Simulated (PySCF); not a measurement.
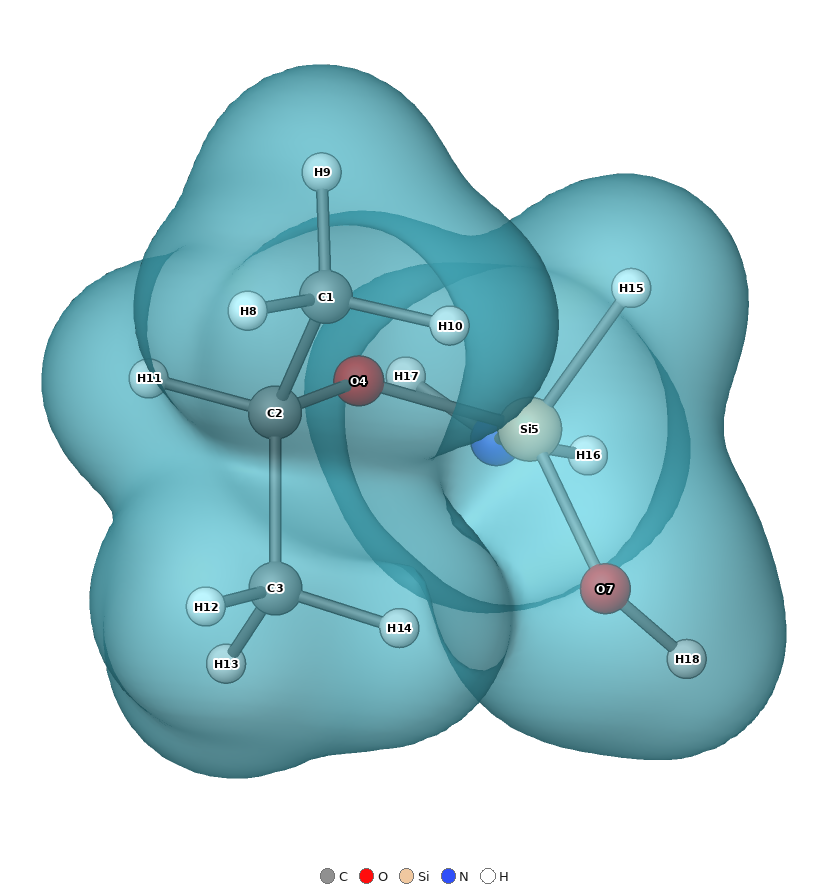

Figure. C$_{3}$H$_{11}$NO$_{2}$Si (charge +1, doublet). Isosurface of the total electron density at 0.05 e/Å³ (cyan), seen at an oblique angle.

Geometry: GFN2-xTB.

Level of theory: UKS B3LYP, pcH-1 on C H N O Si, non-relativistic, mean-field spin-orbit, GIAO (PySCF 2.14.0, density-fitted response routines).

```
atom    x (Å)    y (Å)    z (Å)
   C   1.9288  -1.1259   0.1879
   C   1.0634  -0.1672  -0.6340
   C   1.3350   1.2960  -0.3667
   O  -0.2727  -0.5126  -0.5520
  Si  -1.5150  -0.2394   0.4400
   N  -2.9138  -0.1735  -0.5634
   O  -1.2882   1.0457   1.3674
   H   2.9817  -0.9399   0.0025
   H   1.7021  -2.1607  -0.0547
   H   1.7103  -0.9619   1.2427
   H   1.3265  -0.3741  -1.6941
   H   2.3942   1.5126  -0.4664
   H   0.7730   1.9284  -1.0512
   H   1.0108   1.5473   0.6442
   H  -1.5454  -1.4635   1.2613
   H  -3.8399  -0.1203  -0.1694
   H  -2.9293  -0.6499  -1.4527
   H  -1.9301   1.5651   1.8472
```

Which contacts does the surface bridge?

At this value the surface is in one piece. It bridges the sampled C–O (1.38 Å), C–C (1.51 Å), Si–O (1.60 Å) and Si–N (1.72 Å) contacts, where the density stays above the isovalue. On the grid the lowest density along these lines, outside the cores, is 1.7 e/Å³ (C–O, 1.38 Å), 1.7 e/Å³ (C–C, 1.51 Å), 1.1 e/Å³ (Si–O, 1.60 Å) and 0.93 e/Å³ (Si–N, 1.72 Å).
